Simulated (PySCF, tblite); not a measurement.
# C₄H₇BCl₂O: geometry, infrared bands and NMR shifts

What infrared bands and NMR shifts should C₄H₇BCl₂O (`C/C=C(/OC)B(Cl)Cl`) show?

Computed with tblite 0.8.0 and PySCF 2.14.0, with density-fitted response routines of our own, on a single molecule in the gas phase. Atoms count from 0, in the outputs and in this text.

**1. Starting geometry**

15 atoms, charge 0, multiplicity 1; geometry from: force field or distance geometry start.

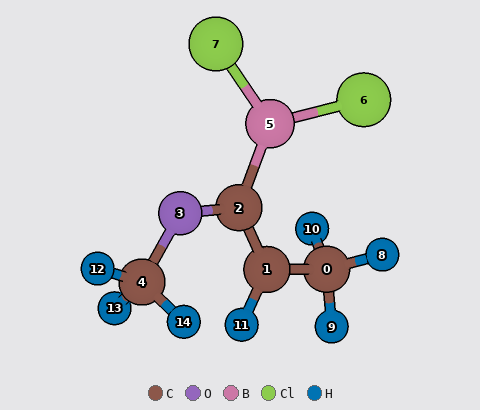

As it starts; carbon brown, oxygen purple, boron pink, chlorine green, hydrogen blue, atoms numbered.

**2. Optimising the geometry with GFN2-xTB**

Job settings and geometry (Å):

```
{"job": {"kind": "relax", "xc": "GFN2-xTB", "basis": "xTB"}, "charge": 0, "multiplicity": 1}
C     -1.910300    -0.390000    -0.936800
C     -0.543200    -0.517600    -0.379300
C      0.193800     0.478300     0.181000
O      1.450500     0.248700     0.731200
C      2.107000    -1.024400     0.799500
B     -0.302600     1.990400     0.264700
Cl    -1.619500     2.735500    -0.796000
Cl     0.699600     3.171700     1.293200
H     -1.886800     0.205900    -1.869600
H     -2.320400    -1.394100    -1.183000
H     -2.603000     0.073900    -0.193000
H     -0.138300    -1.528200    -0.378200
H      3.086600    -0.897000     1.299600
H      1.507400    -1.745200     1.378000
H      2.274600    -1.400000    -0.233200
```

Command:

```bash
$ OMP_NUM_THREADS=1 python probes_run.py task.json out
```

One launch serves the whole session: the jobs run in the order shown.

**Question.** This job is followed by: GFN2-xTB harmonic vibrations, gas phase; GIAO PBE0/pcSseg-1 NMR shielding, non-relativistic, gas phase. Predict these results of the whole session: strongest single infrared mode (GFN2-xTB); zero-point energy (GFN2-xTB); 13C shifts against TMS (PBE0/pcSseg-1); 1H shifts against TMS (PBE0/pcSseg-1, means over atoms taken as alike); 17O shifts against H2O (PBE0/pcSseg-1); 11B shifts against BF3·OEt2 (PBE0/pcSseg-1); 35Cl shifts against HCl (PBE0/pcSseg-1, means over atoms taken as alike).

The runs gave:

| quantity | value |
| --- | --- |
| strongest single infrared mode (GFN2-xTB) | 1030 cm⁻¹, 110 km/mol |
| zero-point energy (GFN2-xTB) | 66.8 kcal/mol |
| 13C shifts against TMS (PBE0/pcSseg-1) | 165.9, 126.9, 55.4, 17.9 ppm |
| 1H shifts against TMS (PBE0/pcSseg-1, means over atoms taken as alike) | 5.80, 3.62, 2.26 ppm |
| 17O shifts against H2O (PBE0/pcSseg-1) | 119.0 ppm |
| 11B shifts against BF3·OEt2 (PBE0/pcSseg-1) | 50.2 ppm |
| 35Cl shifts against HCl (PBE0/pcSseg-1, means over atoms taken as alike) | 269 ppm |

Relaxing lowered the energy by 0.518 eV in 61 steps; the close pair that moved most is B5–Cl7, from 1.859 to 1.717 Å. No mode is imaginary among the 39: a minimum at this level. The strongest single mode, at 1030 cm⁻¹, is spread over many atoms; the largest shares are those of B5, C2. GFN2-xTB is a fitted tight-binding method: band positions and strengths are rough. Its intensities can rank the bands wrongly. C2 (alkene carbon bearing oxygen) lies farthest downfield among carbon, at 165.9 ppm; an sp2 carbon further deshielded by the attached heteroatom. The most deshielded hydrogen is H11 (hydrogen on a β carbon of an enol-ether or enamine type C=C), at 5.80 ppm: a vinylic proton, deshielded by the sp2 carbon and the C=C anisotropy. At PBE0/pcSseg-1: The widest tensor belongs to Cl6, Cl7: span 500 ppm, with a paramagnetic part of -467 ppm.
